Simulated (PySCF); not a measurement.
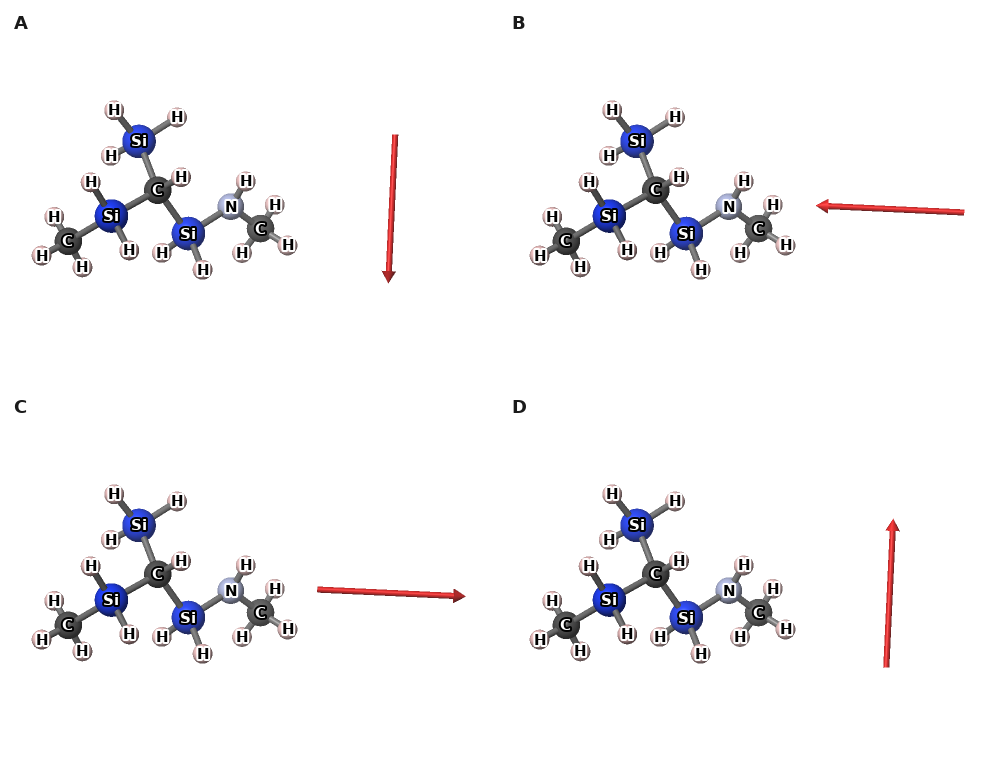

The same molecule four times, each with an arrow. Computed geometry: GFN2-xTB optimisation. No frequency run is at hand to confirm it as a minimum. Method: PBE0/pcSseg-1, gas phase (PySCF 2.14.0).

### Which arrow points along the dipole moment, from the negative to the positive end?

C. The dipole moment is 1.21 D.

The geometry is semi-empirical. Around Si such bond lengths and angles can be off by a tenth of an ångström or more and by several degrees, and values that hang on the shape move with them.
